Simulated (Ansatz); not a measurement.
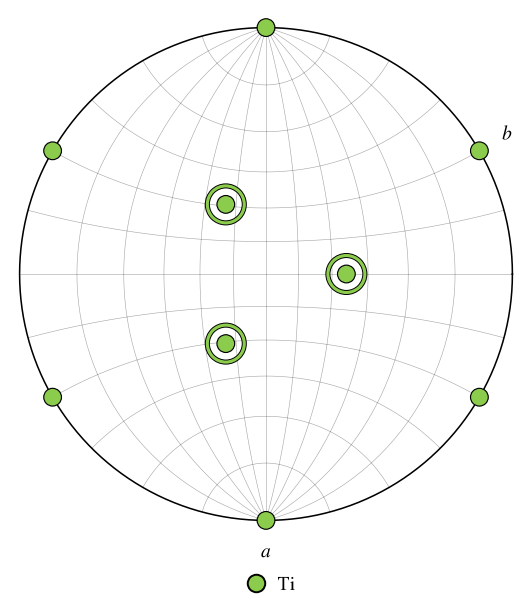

Directions from one titanium atom at (1/3, 2/3, 3/4) to its bonded neighbours, in stereographic projection down c (filled: above the plane of the page or in it, open: below). Crystal: Ti, the input geometry of an electronic-structure calculation (not necessarily at equilibrium). The drawing is computed from the coordinates (standard cell, symmetry found to 0.002 Å).

Neighbours are counted up to 3.22 Å for Ti.

```cif
data_structure
_symmetry_space_group_name_H-M 'P 1'
_symmetry_Int_Tables_number 1
_cell_length_a 2.9350
_cell_length_b 2.9350
_cell_length_c 4.6420
_cell_angle_alpha 90.000
_cell_angle_beta 90.000
_cell_angle_gamma 120.000
_cell_volume 34.63
loop_
_atom_site_label
_atom_site_type_symbol
_atom_site_fract_x
_atom_site_fract_y
_atom_site_fract_z
_atom_site_occupancy
Ti1 Ti 0.33333 0.66667 0.75000 1
Ti2 Ti 0.66667 0.33333 0.25000 1
```

> How many neighbours are there, and at what angles?

12: 6 Ti at 2.87 Å, 6 Ti at 2.94 Å. Angles between bonds: 59° (12×), 60° (6×), 61° (6×), 90° (12×), 108° (3×), 120° (6×), 121° (12×), 146° (6×), 180° (3×).

> What is the site's symmetry in the crystal?

Point group -6m2 (D3h), order 12: one −6 axis, three twofold axes, four mirror planes. In P6₃/mmc (No. 194) this is Wyckoff position 2d.
